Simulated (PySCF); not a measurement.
**Cl2H2Zn2 ((ClZn-mu-H)2): density, localisation and related maps**

```
atom    x (Å)    y (Å)    z (Å)
  Zn  -0.3204  -1.1092   0.3453
  Cl  -0.9167  -3.0410   0.9464
   H   0.2020   0.3173   1.2143
  Zn   0.3449   1.0746  -0.3714
  Cl   0.9289   3.0134  -0.9627
   H  -0.1756  -0.3512  -1.2411
```

Geometry: PBE0-D3(BJ)/def2-SVP.

These are results of PySCF, B3LYP/def2-SVPD, SCF density, gas phase, not measurements.

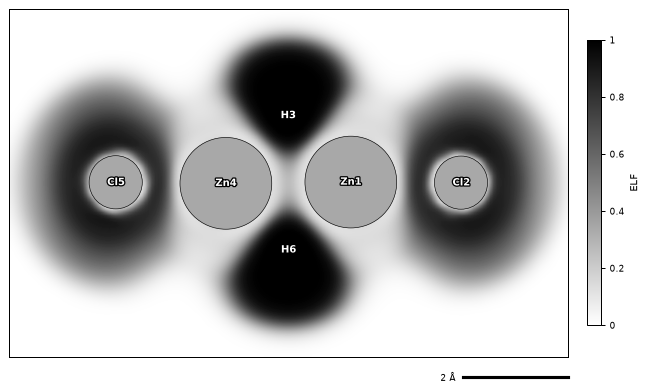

Figure 1. ELF on the molecular plane. Grey discs cover the atomic cores.

### What does the map show?

- The section cuts through Zn, Cl and H sites.
- Zn–Cl (2.11 Å): the ELF peaks at about 0.80 in the valence shell of Cl, 0.8 Å from its nucleus, and is about 0.45 at the midpoint.
- Zn–Zn (2.39 Å): the ELF is about 0.25 at the midpoint.
- Zn–H (1.75 Å): the ELF climbs to about 1 towards the hydrogen.
- The ELF also peaks beside Cl5 and Cl2, away from the bonds: lone-pair regions.

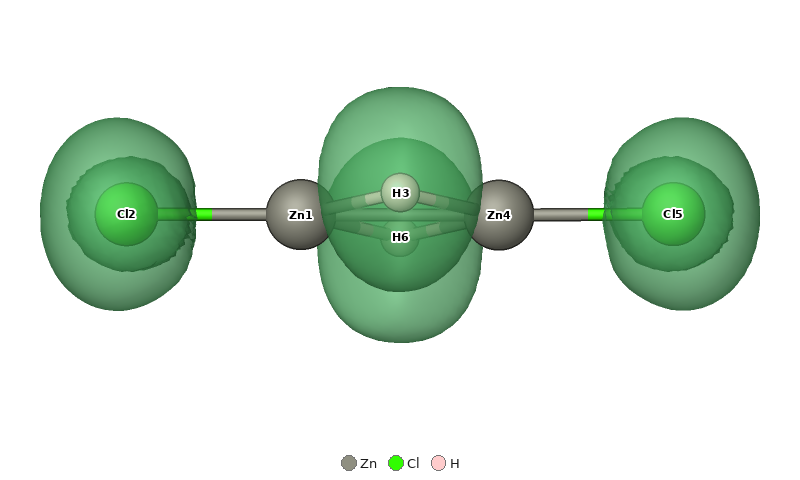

Figure 2. Isosurface of the electron localisation function at 0.8 (green), seen from one side. Core shells and regions of very low density are left out.

### What do the ELF domains correspond to?

The surface consists of two regions around hydrogen nuclei and two regions wrapped around Cl (the valence shell of each).

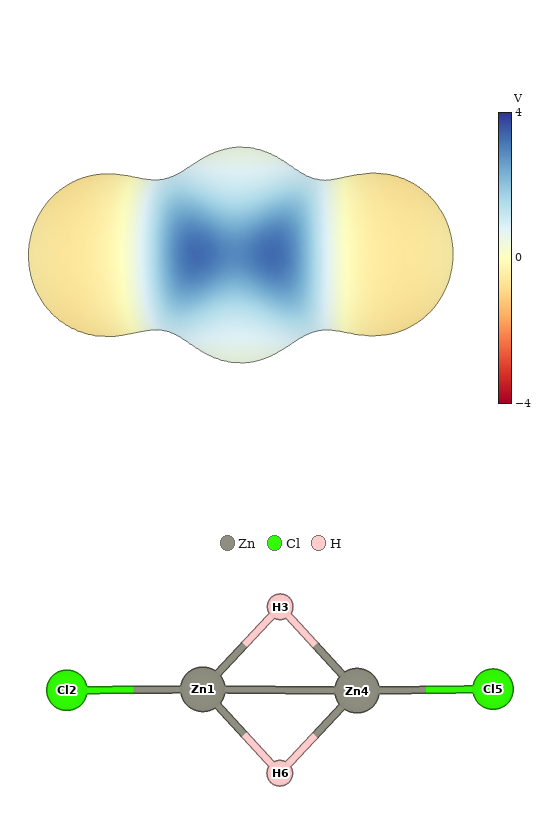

Figure 3. The molecular electrostatic potential painted on the density surface at 0.002 e/bohr³, seen across its widest extent; the colour scale runs from red (negative) to blue (positive). The bare structure is drawn below in the same view.

### Where is the surface potential most negative and most positive?

The most negative region (about −0.7 V) lies over Cl2 and Cl5, the most positive (about +3.3 V) over Zn1 and Zn4.
